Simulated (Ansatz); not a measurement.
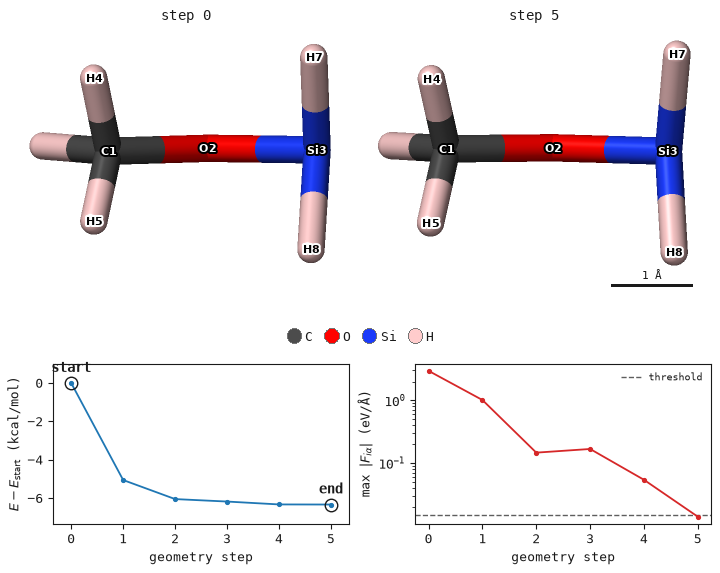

First and last geometry of a relaxation of CH$_{5}$OSi (multiplicity 2), with the history of the run. The picture is a stick view, seen at a tilt.

The run prepares an end point of a later path (inversion) calculation, from a guessed geometry.

Method: UKS B3LYP/def2-SVPD in Ansatz 0.2.0. Settings: collinear spin; force threshold 0.015 eV/Å; at most 40 steps.

**Read the history and describe the run.**

It converged. After 5 geometry steps the energy has fallen by 6.33 kcal/mol. Largest force component: 3 eV/Å at the start, 0.014 eV/Å at the end. The largest moves after the best rigid fit, 0.19 Å, are those of H atoms. By element the largest moves are H 0.19 Å, O 0.14 Å, C 0.13 Å, Si 0.08 Å. Near-neighbour distances that change, for instance: C–H 1.164 → 1.099 Å, C–H 1.042 → 1.103 Å, C–H 1.141 → 1.103 Å, H–Si 1.538 → 1.501 Å. Among the angles between lasting bonds that change: C–O–Si 116.7° → 127.8°, H–Si–H 103.7° → 109.9°, O–C–H 115.3° → 111.3°.

| step | E − E(0), kcal/mol | largest force component, eV/Å |
| --- | --- | --- |
| 0 | 0.00 | 2.9586 |
| 1 | -5.06 | 1.0142 |
| 2 | -6.05 | 0.1468 |
| 3 | -6.18 | 0.1679 |
| 4 | -6.33 | 0.0542 |
| 5 | -6.33 | 0.0140 |
